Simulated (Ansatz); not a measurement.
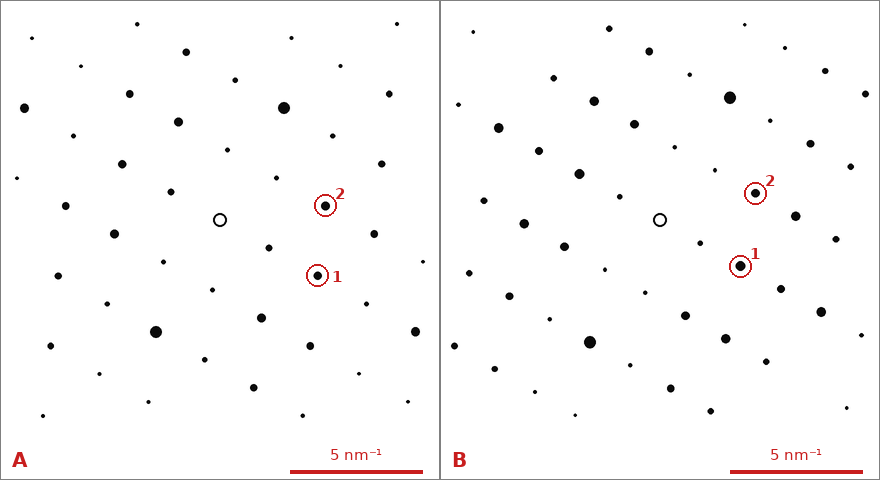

Kinematic electron diffraction patterns (200 kV, B = 0.5 Å², same scale) along [010] of the run's own cell, for the start and the end of one relaxation of YbZn2Ru2 with DFT, PAW plane waves, lda (Ansatz). k mesh 5×5×5. The start is a generated model structure, and the relaxation ends in the nearest stationary point of its symmetry, not necessarily the ground state. Spot 1 is 0 0 -2 and spot 2 is -1 0 -2 in both.

Start structure:

```
Ru Yb Zn
1.0
     0.00000    4.08944    0.00000
     4.08944    0.00000    0.00000
     2.04472    2.04472   -4.68134
Ru Yb Zn
2 1 2
Cartesian
  2.0447 4.0894 -2.3407
  4.0894 2.0447 -2.3407
  0.0000 0.0000 0.0000
  2.0447 2.0447 -1.1703
  4.0894 4.0894 -3.5110
```

Q: Which pattern belongs to the start structure, and which to the relaxed one?

A: A is the start: its cell gives d(1) = 2.341 Å, d(2) = 2.481 Å and an angle of 37.3°. B is the relaxed structure, with d(1) = 2.840 Å (+21.3 %), d(2) = 2.661 Å (+7.3 %) and 45.3°.

Q: Name reflections whose intensity changes strongly on relaxation.

A: 0 0 3 goes from 1.6 to 15 % of the strongest spot; 1 0 3 goes from 16 to 33 % of the strongest spot; 0 0 2 goes from 23 to 43 % of the strongest spot.

Q: What did the relaxation do to the structure and the energy?

A: The volume changed by +1.5 % to 15.90 Å³ an atom; with the mean shift removed, the atoms moved by up to 0.24 Å relative to the cell (Zn most); the space group stayed I4/mmm (No. 139); the free energy fell by 170 meV an atom. Relaxed cell: a = 3.741 Å, b = 3.741 Å, c = 6.265 Å, α = 72.63°, β = 72.63°, γ = 90.00°.
